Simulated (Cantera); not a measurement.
Feed: 1 mol FeCl3, 1 mol H2, held at 0.980 Pa.

Method: chemical equilibrium by Gibbs-energy minimisation in Cantera with the NASA 1993 tables (ideal gas, pure condensed phases). Candidate condensed phases: Fe, FeCl2, FeCl3; 11 gas species. Kinetics and transport are ignored.

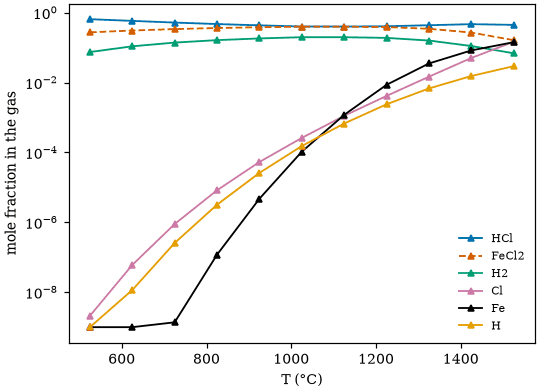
*Equilibrium gas composition (values under 1e-9 drawn at 1e-9)*

Problem. Read off the mole fractions at 625 °C.

Solution. HCl about 0.58, FeCl2 about 0.31, H2 about 0.11, Cl about 6.0e-8, H about 1.2e-8.
